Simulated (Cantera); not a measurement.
Input: 1 mol Zr, 1.9 mol N2O, equilibrated at 0.530 Pa.

Method: chemical equilibrium by Gibbs-energy minimisation in Cantera with the NASA 1993 tables (ideal gas, pure condensed phases). Candidate condensed phases: Zr, ZrN, ZrO2; 13 gas species. Mutual solubility and eutectic melting of coexisting phases are not modelled. ZrN: taken at fixed stoichiometry. Condensed phases not in the tables: solid solutions among these carbides, nitrides and lower oxides. Equilibrium is a limit: real reactors are often held back by kinetics, nucleation or transport.

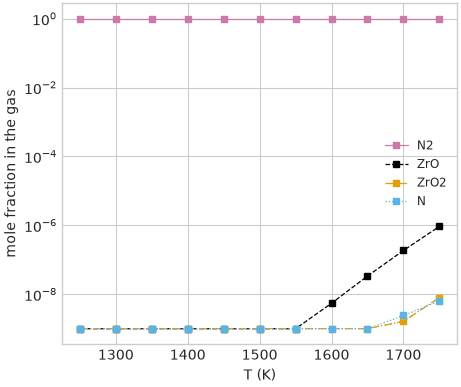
*Equilibrium gas composition (values under 1e-9 drawn at 1e-9)*

From 1250 K to 1450 K the condensed part is ZrN(s) + ZrO2(monoclinic). From 1500 K to 1750 K the condensed part is ZrN(s) + ZrO2(tetragonal).
